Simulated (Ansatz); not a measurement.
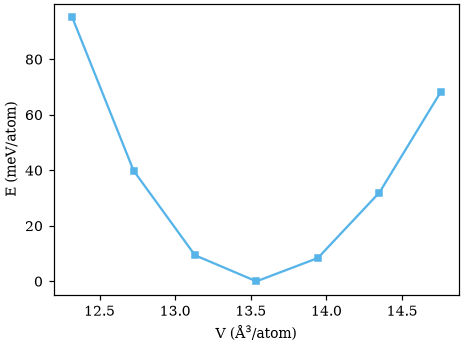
Fig. 1. MoP (CsCl type, space group No. 221) under volume change, PBE in the plane-wave PAW code Ansatz, scaled uniformly.

Problem. What does a third-order Birch–Murnaghan fit give for V₀, B₀ and B′?

Solution. V₀ = 13.54 Å³/atom, B₀ = 234 GPa, B′ = 4.5.

Space group Pm-3m (CsCl type). The cell is a constructed one: a structure type filled with these elements; neither database checked (COD, Materials Project) lists it. COD files the formula under space group No. 187, so this cell is another polymorph or a model. Its standing as an ambient phase is unchecked. The cell was relaxed with PBE under the symmetry of its start; whether a distortion lowers the energy is not shown. The run is not spin-polarised.

Potentials: the later of the program's two PAW sets.
